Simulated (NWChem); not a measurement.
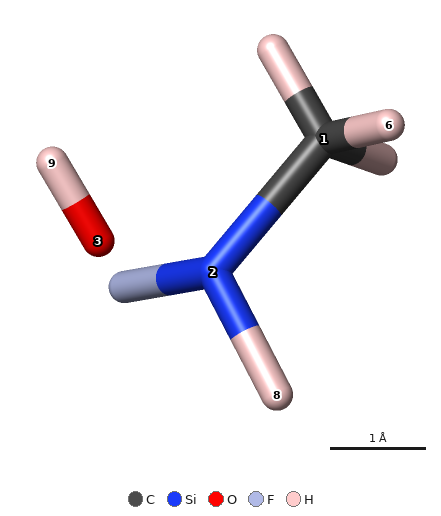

Figure 1. The structure (stick view, seen at a tilt; atoms are numbered from 1 in the order of the input). Sticks are drawn by distance; a stretched bond gets none, so the picture shows separate pieces. Bond lengths as drawn: C–H 1.09 Å, C–Si 1.85 Å, F–Si 1.60 Å, H–O 0.96 Å and H–Si 1.48 Å.

**Run report: CH$_{5}$FOSi, single-point calculation**

The run: single-point calculation of CH$_{5}$FOSi. Method and program: PBE0/def2-SVP, RKS (NWChem 7.3.0).

A bond length was changed on purpose from its optimised value.

Input
```python
from ase import Atoms
from ase.calculators.nwchem import NWChem

molecule = Atoms(['C', 'Si', 'O', 'F', 'H', 'H', 'H', 'H', 'H'], positions=[
    [-1.389528, 0.492679, -0.143048],
    [0.268372, 0.050579, -0.836848],
    [1.699800, -0.426000, 0.658800],
    [0.055772, -1.209221, -1.802348],
    [-2.089628, 0.734179, -0.946648],
    [-1.312428, 1.361679, 0.514952],
    [-1.814328, -0.335021, 0.431552],
    [0.883672, 1.127979, -1.637748],
    [1.474600, -1.073100, 1.328200],
])

calc = NWChem(
    label='a',
    theory='dft',
    memory='2200 mb',
    basis='def2-SVP',
    basispar='spherical bse',
    dft={'xc': 'pbe0', 'mult': '1', 'grid': 'xfine', 'convergence': 'energy 1e-08', 'iterations': '100', 'mulliken': None},
    task='energy',
)
molecule.calc = calc

print(f"energy = {molecule.get_potential_energy():.6f} eV")
print("dipole (e A):", molecule.get_dipole_moment().round(4))
```

File a.nwi
```
title "a"

permanent_dir a

scratch_dir a

start a

geometry units angstrom nocenter noautosym noautoz
  C  -1.3895280000000001e+00 4.9267899999999998e-01 -1.4304800000000001e-01
  Si 2.6837200000000000e-01 5.0578999999999999e-02 -8.3684800000000004e-01
  O  1.6998000000000000e+00 -4.2599999999999999e-01 6.5880000000000005e-01
  F  5.5772000000000002e-02 -1.2092210000000001e+00 -1.8023480000000001e+00
  H  -2.0896279999999998e+00 7.3417900000000003e-01 -9.4664800000000004e-01
  H  -1.3124279999999999e+00 1.3616790000000001e+00 5.1495199999999997e-01
  H  -1.8143279999999999e+00 -3.3502100000000001e-01 4.3155199999999999e-01
  H  8.8367200000000001e-01 1.1279790000000001e+00 -1.6377480000000000e+00
  H  1.4745999999999999e+00 -1.0730999999999999e+00 1.3282000000000000e+00
end

memory 2200 mb

basis spherical bse noprint
   * library def2-SVP
end

dft
  xc pbe0
  mult 1
  grid xfine
  convergence energy 1e-08
  iterations 100
  mulliken
end

task dft energy
```

Run on 1 thread of Intel Xeon (Granite Rapids), 16 GiB of memory available, shared host.

Command:
```bash
export ASE_NWCHEM_COMMAND="nwchem PREFIX.nwi > PREFIX.nwo"
python run.py
```

Output
```
energy = -13744.927526 eV
dipole (e A): [-0.5615  0.1733  0.085 ]
```

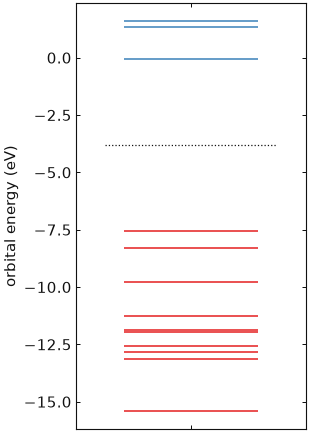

Figure 2. Orbital energies near the frontier; the dotted line parts filled from empty levels, and levels within 0.02 eV of each other stand side by side. Highest filled −7.57 eV, lowest empty −0.05 eV, 7.52 eV apart.

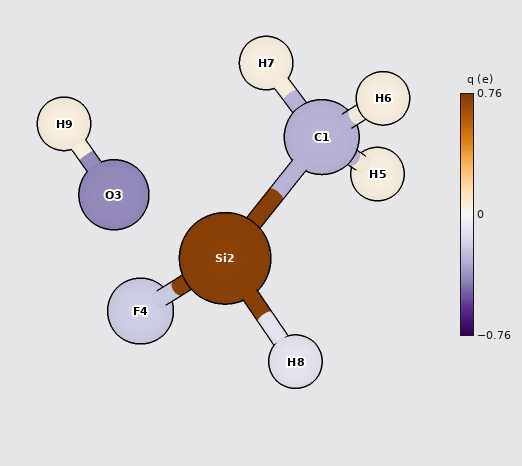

Figure 3. Löwdin charges, as the colour of each atom (ball-and-stick view, seen at a tilt; atoms are numbered from 1 in the order of the input). By element: C −0.27, Si +0.72, O −0.39, F −0.19 and H −0.09 to +0.05 e.

Key numbers

- outcome: converged
- total energy: −505.116774 hartree
- basis functions: 85
- HOMO: −7.57 eV
- LUMO: −0.05 eV
- dipole moment: 2.85 D
- wall time: 21 s
- peak memory: 0.14 GiB
